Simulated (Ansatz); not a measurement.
**Molecular dynamics of Ir16B (part 3 of 3)**

Ir16B (slab, 17 atoms in the cell); DFT PBEsol, scalar-relativistic, plane waves, PAW, PAW set soft_1, no spin polarisation (Ansatz 0.2.0); cutoff 420 eV, 2×3×1 k-mesh, Fermi–Dirac smearing of 0.1 eV. The input holds or restrains some coordinates. It belongs to a series of runs on one base structure; here: dynamics from the start.

Geometry of the input (Å; fractional positions):
```
7.6800  0.0000  0.0000
0.0000  5.4306  0.0000
0.0000  0.0000  15.0729
Ir 0.2500  0.2500  0.0663
Ir 0.7500  0.2500  0.0663
Ir 0.2500  0.7500  0.0663
Ir 0.7500  0.7500  0.0663
Ir 0.0110  0.0006  0.1449
Ir 0.4901  0.0002  0.1435
Ir 0.0105  0.4996  0.1441
Ir 0.4893  0.4994  0.1446
Ir 0.2495  0.2501  0.2766
Ir 0.7496  0.2498  0.2294
Ir 0.2496  0.7505  0.2474
Ir 0.7495  0.7501  0.2344
Ir -0.0248  0.0051  0.3252
Ir 0.5236  0.0045  0.3246
Ir -0.0241  0.4960  0.3252
Ir 0.5240  0.4948  0.3251
B  0.7505  0.2518  0.3676
```

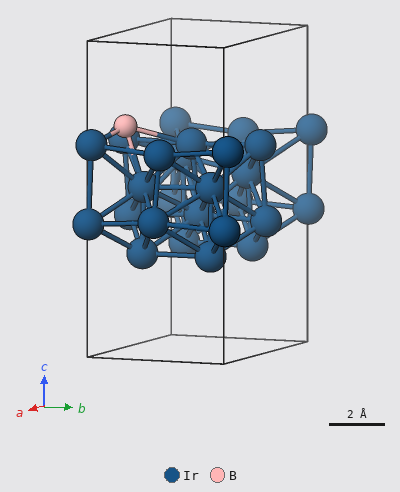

Fig. 1: The geometry at step 71 of the log (ball-and-stick view of the cell of the calculation, with the vacuum cut short, seen slightly off an axis).

**Trajectory as extended XYZ, continued**
```
17
Lattice="7.6800 0.0000 0.0000 0.0000 5.4306 0.0000 0.0000 0.0000 15.0729" Properties=species:S:1:pos:R:3:forces:R:3 step=12 time_fs=12.0 energy=-188942.08071 temperature=918.2
Ir    1.9200    1.3576    1.0000   -0.1767   0.0086   0.5951
Ir    5.7600    1.3576    1.0000   -0.0283   0.0396  -1.4670
Ir    1.9200    4.0729    1.0000   -0.4912   0.0624   0.3399
Ir    5.7600    4.0729    1.0000    0.0492   0.0141   0.5129
Ir    0.0760    0.0267    2.1922    0.1618  -0.3968  -0.1314
Ir    3.7472   -0.0136    2.1618    0.2567   0.3239  -0.0330
Ir    0.0857    2.7034    2.2251   -0.0518   0.1015  -0.2706
Ir    3.7138    2.7339    2.2036    0.6276  -0.6254  -0.0867
Ir    1.8951    1.3489    4.1655    0.5539  -0.0864   0.0714
Ir    5.7416    1.3604    3.4473    0.0733   0.2656   0.0359
Ir    1.9464    4.0284    3.7051   -0.3501   0.2848   0.2514
Ir    5.7335    4.0720    3.5370    0.5442   0.0016  -0.1914
Ir   -0.1904    0.0505    4.9483    0.0711  -0.5590  -0.3334
Ir    4.0128   -0.0199    4.9052   -0.1046   0.4520   0.0177
Ir   -0.1676    2.7140    4.8871   -0.0887   0.1413   0.0346
Ir    4.0616    2.6796    4.8896   -0.5655  -0.3059   0.3173
B     5.8014    1.1039    5.5212   -0.4809   0.2780   0.3373
17
Lattice="7.6800 0.0000 0.0000 0.0000 5.4306 0.0000 0.0000 0.0000 15.0729" Properties=species:S:1:pos:R:3:forces:R:3 step=24 time_fs=24.0 energy=-188941.73895 temperature=714.9
Ir    1.9200    1.3576    1.0000   -0.3380   0.0079   0.6209
Ir    5.7600    1.3576    1.0000   -0.0130   0.0704  -1.2582
Ir    1.9200    4.0729    1.0000   -0.9232   0.1381   0.1400
Ir    5.7600    4.0729    1.0000    0.0666   0.0287   0.6538
Ir    0.0690    0.0472    2.1992    0.2645  -0.7337  -0.1908
Ir    3.7320   -0.0262    2.1607    0.5045   0.5690  -0.0659
Ir    0.0907    2.6945    2.2767   -0.1433   0.1907  -0.6985
Ir    3.6743    2.7513    2.2269    1.3048  -1.2384  -0.3234
Ir    1.8778    1.3389    4.1618    0.9741  -0.1061   0.0392
Ir    5.7265    1.3657    3.4368    0.2681   0.2244   0.3196
Ir    1.9735    3.9835    3.6834   -0.9057   0.7504   0.7060
Ir    5.7144    4.0704    3.5402    1.0105   0.1024  -0.3769
Ir   -0.1895    0.0690    4.9917    0.3632  -1.1333  -0.7379
Ir    4.0038   -0.0612    4.9184   -0.3399   0.7464   0.0028
Ir   -0.1505    2.7354    4.8736   -0.0125   0.3397   0.2149
Ir    4.0946    2.6702    4.8808   -1.1471  -0.4638   0.7031
B     5.7751    0.8760    5.5413   -0.9336   0.5071   0.2514
17
Lattice="7.6800 0.0000 0.0000 0.0000 5.4306 0.0000 0.0000 0.0000 15.0729" Properties=species:S:1:pos:R:3:forces:R:3 step=35 time_fs=35.0 energy=-188941.38444 temperature=503.9
Ir    1.9200    1.3576    1.0000   -0.4684  -0.0079   0.6422
Ir    5.7600    1.3576    1.0000    0.0337   0.1052  -1.1063
Ir    1.9200    4.0729    1.0000   -1.2236   0.1943   0.0002
Ir    5.7600    4.0729    1.0000    0.0729   0.0271   0.7539
Ir    0.0641    0.0615    2.2045    0.2680  -0.9504  -0.1424
Ir    3.7213   -0.0341    2.1592    0.6961   0.7185  -0.1196
Ir    0.0943    2.6875    2.3196   -0.2665   0.2334  -1.1979
Ir    3.6462    2.7596    2.2462    1.8992  -1.6980  -0.6380
Ir    1.8679    1.3290    4.1586    1.1283  -0.1152   0.0310
Ir    5.7143    1.3719    3.4291    0.5603  -0.0878   0.6408
Ir    1.9926    3.9471    3.6680   -1.4741   1.2582   1.1128
Ir    5.7032    4.0696    3.5409    1.3379   0.2445  -0.4867
Ir   -0.1870    0.0793    5.0270   -0.4218  -0.9607  -0.9089
Ir    3.9932   -0.0946    4.9303   -1.0857   0.6358  -0.1667
Ir   -0.1349    2.7571    4.8626    0.0585   0.3610   0.5041
Ir    4.1178    2.6587    4.8772   -1.4944  -0.5335   1.0764
B     5.6642    0.7219    5.5868    0.3795   0.5754   0.0050
17
Lattice="7.6800 0.0000 0.0000 0.0000 5.4306 0.0000 0.0000 0.0000 15.0729" Properties=species:S:1:pos:R:3:forces:R:3 step=47 time_fs=47.0 energy=-188941.00395 temperature=277.6
Ir    1.9200    1.3576    1.0000   -0.5697  -0.0287   0.6498
Ir    5.7600    1.3576    1.0000    0.0805   0.1279  -0.9960
Ir    1.9200    4.0729    1.0000   -1.3887   0.2018  -0.0376
Ir    5.7600    4.0729    1.0000    0.0728   0.0215   0.8110
Ir    0.0607    0.0704    2.2093    0.2473  -1.0896  -0.0998
Ir    3.7144   -0.0379    2.1568    0.8423   0.7436  -0.1137
Ir    0.0964    2.6814    2.3579   -0.3760   0.2407  -1.7633
Ir    3.6288    2.7569    2.2628    2.3474  -1.9266  -0.9256
Ir    1.8648    1.3174    4.1553    1.1329  -0.1508   0.0570
Ir    5.7050    1.3780    3.4251    0.7683  -0.4294   0.8555
Ir    2.0034    3.9162    3.6589   -1.7633   1.7267   1.4026
Ir    5.7002    4.0704    3.5383    1.3918   0.3447  -0.4441
Ir   -0.1872    0.0838    5.0592   -1.0139  -0.7848  -1.0561
Ir    3.9740   -0.1267    4.9421   -1.4883   0.5771  -0.4169
Ir   -0.1175    2.7831    4.8542    0.0118   0.2396   0.9235
Ir    4.1327    2.6425    4.8807   -1.6697  -0.5223   1.2852
B     5.5927    0.6276    5.6397    1.3744   0.7082  -0.1315
17
Lattice="7.6800 0.0000 0.0000 0.0000 5.4306 0.0000 0.0000 0.0000 15.0729" Properties=species:S:1:pos:R:3:forces:R:3 step=59 time_fs=59.0 energy=-188940.97113 temperature=258.0
Ir    1.9200    1.3576    1.0000   -0.6208  -0.0414   0.6433
Ir    5.7600    1.3576    1.0000    0.1087   0.1129  -0.9136
Ir    1.9200    4.0729    1.0000   -1.3512   0.1314   0.0881
Ir    5.7600    4.0729    1.0000    0.0598   0.0207   0.8095
Ir    0.0590    0.0716    2.2133    0.2399  -1.1095  -0.1568
Ir    3.7135   -0.0364    2.1537    0.8730   0.6004  -0.0043
Ir    0.0959    2.6771    2.3836   -0.4223   0.1899  -2.1901
Ir    3.6280    2.7406    2.2729    2.3971  -1.7421  -0.9819
Ir    1.8699    1.3047    4.1525    1.0733  -0.1580   0.0904
Ir    5.7011    1.3812    3.4272    0.8143  -0.5622   0.9054
Ir    2.0018    3.8975    3.6597   -1.4874   1.9526   1.4241
Ir    5.7069    4.0737    3.5326    1.0762   0.3287  -0.1951
Ir   -0.1941    0.0825    5.0838   -0.5235  -0.8450  -1.1998
Ir    3.9453   -0.1542    4.9512   -0.2097   1.1332  -0.2118
Ir   -0.1002    2.8108    4.8525   -0.1174   0.0374   1.2871
Ir    4.1357    2.6226    4.8933   -1.6269  -0.4257   1.1889
B     5.6646    0.6171    5.6698   -0.2829   0.3766  -0.5834
17
Lattice="7.6800 0.0000 0.0000 0.0000 5.4306 0.0000 0.0000 0.0000 15.0729" Properties=species:S:1:pos:R:3:forces:R:3 step=71 time_fs=71.0 energy=-188941.09947 temperature=334.4
Ir    1.9200    1.3576    1.0000   -0.6331  -0.0550   0.6385
Ir    5.7600    1.3576    1.0000    0.1240   0.0733  -0.8470
Ir    1.9200    4.0729    1.0000   -1.1585   0.0080   0.3499
Ir    5.7600    4.0729    1.0000    0.0349  -0.0013   0.7663
Ir    0.0591    0.0648    2.2162    0.2540  -1.0044  -0.2043
Ir    3.7189   -0.0306    2.1504    0.7709   0.3414   0.0660
Ir    0.0923    2.6741    2.3937   -0.3964   0.1054  -2.2794
Ir    3.6443    2.7119    2.2760    1.9940  -1.1695  -0.7817
Ir    1.8826    1.2909    4.1503    0.7917  -0.0951   0.1253
Ir    5.7031    1.3804    3.4357    0.8365  -0.4171   0.8049
Ir    1.9896    3.8928    3.6706   -0.8853   1.8054   1.0466
Ir    5.7214    4.0792    3.5256    0.6189   0.1497   0.1363
Ir   -0.2045    0.0751    5.0997    0.1668  -0.8292  -1.3356
Ir    3.9146   -0.1738    4.9585    0.4286   1.1940  -0.2618
Ir   -0.0836    2.8387    4.8599   -0.2287  -0.2478   1.3315
Ir    4.1271    2.5997    4.9143   -1.4043  -0.2601   0.8687
B     5.7078    0.6608    5.6335   -1.3138   0.4021  -0.4243
17
Lattice="7.6800 0.0000 0.0000 0.0000 5.4306 0.0000 0.0000 0.0000 15.0729" Properties=species:S:1:pos:R:3:forces:R:3 step=83 time_fs=83.0 energy=-188941.43014 temperature=531.0
Ir    1.9200    1.3576    1.0000   -0.6045  -0.0673   0.6540
Ir    5.7600    1.3576    1.0000    0.1498  -0.0062  -0.8508
Ir    1.9200    4.0729    1.0000   -0.8771  -0.1303   0.6775
Ir    5.7600    4.0729    1.0000    0.0022  -0.0525   0.6945
Ir    0.0611    0.0508    2.2176    0.2656  -0.7985  -0.1703
Ir    3.7297   -0.0224    2.1476    0.5629   0.0334   0.0320
Ir    0.0859    2.6718    2.3876   -0.3022   0.0357  -1.9955
Ir    3.6749    2.6748    2.2735    1.3161  -0.3752  -0.4731
Ir    1.9009    1.2765    4.1491    0.2167   0.0129   0.1790
Ir    5.7111    1.3768    3.4500    0.9466  -0.0118   0.5242
Ir    1.9710    3.9010    3.6888   -0.3532   1.3814   0.3659
Ir    5.7404    4.0857    3.5195    0.1976  -0.1094   0.4870
Ir   -0.2147    0.0622    5.1061   -0.4496  -0.1977  -1.2194
Ir    3.8865   -0.1850    4.9640    0.3025   0.7360  -0.3541
Ir   -0.0687    2.8648    4.8767   -0.2811  -0.5850   0.9713
Ir    4.1084    2.5749    4.9416   -1.0166  -0.1047   0.4622
B     5.6101    0.7528    5.5441   -0.0757   0.2392   0.0155
17
Lattice="7.6800 0.0000 0.0000 0.0000 5.4306 0.0000 0.0000 0.0000 15.0729" Properties=species:S:1:pos:R:3:forces:R:3 step=95 time_fs=95.0 energy=-188941.51409 temperature=581.1
Ir    1.9200    1.3576    1.0000   -0.5233  -0.0627   0.6956
Ir    5.7600    1.3576    1.0000    0.1887  -0.0964  -0.9004
Ir    1.9200    4.0729    1.0000   -0.5468  -0.2664   0.9685
Ir    5.7600    4.0729    1.0000   -0.0267  -0.1246   0.6336
Ir    0.0649    0.0311    2.2178    0.2418  -0.5097  -0.1273
Ir    3.7446   -0.0140    2.1450    0.3257  -0.2614  -0.0260
Ir    0.0774    2.6699    2.3671   -0.1329  -0.0192  -1.5160
Ir    3.7149    2.6351    2.2676    0.5773   0.4461  -0.2359
Ir    1.9207    1.2621    4.1491   -0.4429   0.1838   0.1740
Ir    5.7261    1.3731    3.4679    1.1197   0.3825   0.0104
Ir    1.9497    3.9191    3.7098   -0.0147   0.9294  -0.2806
Ir    5.7608    4.0915    3.5169   -0.1730  -0.3276   0.7474
Ir   -0.2279    0.0477    5.1036   -0.7624   0.3969  -1.1713
Ir    3.8606   -0.1911    4.9670    0.2262   0.1120  -0.3260
Ir   -0.0558    2.8867    4.9003   -0.3002  -0.9255   0.4182
Ir    4.0823    2.5494    4.9721   -0.6939   0.1752  -0.0194
B     5.4986    0.8752    5.4639    0.9375  -0.0324   0.9551
17
Lattice="7.6800 0.0000 0.0000 0.0000 5.4306 0.0000 0.0000 0.0000 15.0729" Properties=species:S:1:pos:R:3:forces:R:3 step=106 time_fs=106.0 energy=-188941.53473 temperature=593.4
Ir    1.9200    1.3576    1.0000   -0.4035  -0.0591   0.7564
Ir    5.7600    1.3576    1.0000    0.2380  -0.1684  -0.8717
Ir    1.9200    4.0729    1.0000   -0.2404  -0.3718   1.1481
Ir    5.7600    4.0729    1.0000   -0.0398  -0.1855   0.5999
Ir    0.0699    0.0098    2.2172    0.1817  -0.1908  -0.1055
Ir    3.7604   -0.0078    2.1425    0.1474  -0.4899  -0.0101
Ir    0.0687    2.6680    2.3386    0.0805  -0.0450  -1.0557
Ir    3.7554    2.6014    2.2605   -0.0598   1.0934  -0.1142
Ir    1.9362    1.2502    4.1501   -0.9217   0.3579   0.0971
Ir    5.7467    1.3718    3.4847    0.9487   0.3282  -0.0048
Ir    1.9300    3.9417    3.7274    0.2270   0.5818  -0.5957
Ir    5.7785    4.0948    3.5192   -0.4860  -0.4301   0.8661
Ir   -0.2446    0.0368    5.0940   -0.6464   0.7559  -0.9284
Ir    3.8387   -0.1956    4.9676    0.9361   0.0576  -0.2392
Ir   -0.0458    2.9010    4.9248   -0.3478  -1.1864  -0.0590
Ir    4.0540    2.5271    5.0001   -0.3320   0.3521  -0.3691
B     5.4891    0.9831    5.4863    0.7180  -0.4000   0.8858
17
Lattice="7.6800 0.0000 0.0000 0.0000 5.4306 0.0000 0.0000 0.0000 15.0729" Properties=species:S:1:pos:R:3:forces:R:3 step=118 time_fs=118.0 energy=-188941.49252 temperature=568.2
Ir    1.9200    1.3576    1.0000   -0.2235  -0.0687   0.8272
Ir    5.7600    1.3576    1.0000    0.3029  -0.2544  -0.7179
Ir    1.9200    4.0729    1.0000    0.0708  -0.4503   1.2357
Ir    5.7600    4.0729    1.0000   -0.0289  -0.2407   0.6011
Ir    0.0767   -0.0147    2.2158    0.0919   0.1632  -0.0661
Ir    3.7787   -0.0045    2.1398   -0.0245  -0.6693   0.0500
Ir    0.0599    2.6656    2.3003    0.3153  -0.0271  -0.6099
Ir    3.7992    2.5721    2.2521   -0.6496   1.6048   0.0146
Ir    1.9467    1.2396    4.1519   -1.2265   0.5169  -0.0217
Ir    5.7755    1.3726    3.5034    0.3837   0.0728   0.4761
Ir    1.9101    3.9704    3.7426    0.4489   0.2081  -0.6878
Ir    5.7944    4.0955    3.5276   -0.7645  -0.5071   0.8369
Ir   -0.2672    0.0302    5.0774   -0.3926   1.0180  -0.3620
Ir    3.8214   -0.2000    4.9667    1.6180   0.1484  -0.1994
Ir   -0.0375    2.9083    4.9510   -0.4524  -1.3839  -0.4698
Ir    4.0211    2.5049    5.0282    0.3965   0.1965  -0.5518
B     5.5624    1.0564    5.6040    0.1345  -0.3272  -0.3552
17
Lattice="7.6800 0.0000 0.0000 0.0000 5.4306 0.0000 0.0000 0.0000 15.0729" Properties=species:S:1:pos:R:3:forces:R:3 step=130 time_fs=130.0 energy=-188941.30090 temperature=454.3
Ir    1.9200    1.3576    1.0000   -0.0144  -0.0902   0.8860
Ir    5.7600    1.3576    1.0000    0.3621  -0.3651  -0.5976
Ir    1.9200    4.0729    1.0000    0.3498  -0.4984   1.2444
Ir    5.7600    4.0729    1.0000    0.0056  -0.2799   0.6482
Ir    0.0840   -0.0381    2.2140   -0.0399   0.4643  -0.0051
Ir    3.7967   -0.0059    2.1374   -0.1940  -0.7352   0.0958
Ir    0.0532    2.6631    2.2575    0.4652   0.0295  -0.2895
Ir    3.8383    2.5543    2.2437   -1.0960   1.8835   0.1314
Ir    1.9486    1.2327    4.1536   -1.3173   0.6096  -0.1037
Ir    5.8071    1.3740    3.5251   -0.1696   0.0444   0.4683
Ir    1.8934    4.0005    3.7530    0.5741  -0.1780  -0.6664
Ir    5.8048    4.0924    3.5420   -0.9160  -0.5983   0.6560
Ir   -0.2924    0.0307    5.0581    0.1783   0.9792   0.2523
Ir    3.8154   -0.2034    4.9643    1.7259   0.0889  -0.2317
Ir   -0.0324    2.9057    4.9740   -0.5485  -1.4457  -0.7740
Ir    3.9910    2.4842    5.0523    0.9560   0.1539  -0.7196
B     5.6548    1.0894    5.6837   -0.3213  -0.0625  -0.9946
```

**Summary**

| quantity | value |
| --- | --- |
| outcome | finished |
| mean temperature over the second half | 513 K |
| trajectory | 130 steps, 130 fs |
| ensemble | nve |
| temperature in the input | 1000.0 K |
| time step | 1 fs |
| electrons treated | 275 |
| potential energy (free energy of the electrons) (last step) | −188941.3009 eV |
| Fermi energy (last step) | 5.948 eV |
| largest force (length of the vector) (last step), held atoms and coordinates included | 2.183 eV/Å |
| wall time | 19 min (CPU time 59 min) |
| peak memory | 2.1 GiB |

The program warns: the PAW datasets were made with another functional. Spin–orbit coupling is left out, which matters for Ir. So short a trajectory is not equilibrated.
